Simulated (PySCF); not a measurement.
SMILES C[Si](C)(C)[SiH2][SiH2]Cl, singlet at its GFN2-xTB optimised geometry (Å):

```
20

C      0.2878    -2.1570     1.5599
Si     0.8886    -1.2291     0.0000
C      2.8014    -1.2291     0.0000
C      0.2819    -2.1940    -1.5330
Si     0.0036     0.9421     0.0000
Si    -2.2343     1.0876     0.5875
Cl    -3.2054    -0.5310    -0.1935
H     -0.7971    -2.2055     1.5871
H      0.6593    -3.1775     1.5903
H      0.6171    -1.6630     2.4697
H      3.1939    -0.7197    -0.8750
H      3.1925    -0.7198     0.8757
H      3.2054    -2.2379     0.0003
H     -0.8029    -2.2435    -1.5510
H      0.6553    -3.2144    -1.5434
H      0.6029    -1.7188    -2.4555
H      0.1817     1.5931    -1.3114
H      0.7294     1.8458     0.9113
H     -2.5030     1.0132     2.0260
H     -3.0028     2.2379     0.1060
```

Computed with CAM-B3LYP/def2-SVP run with PySCF. Cells within 0.4 Å of a nucleus heavier than hydrogen are left out (blank, or x).

Map of the log10 of the electron density (e/bohr³), floored at −4 on the plane z = 0.0 Å:

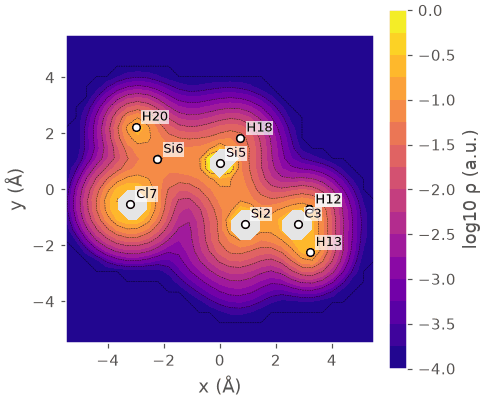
Log10 of the electron density (e/bohr³), floored at −4 on the plane z = 0.0 Å.
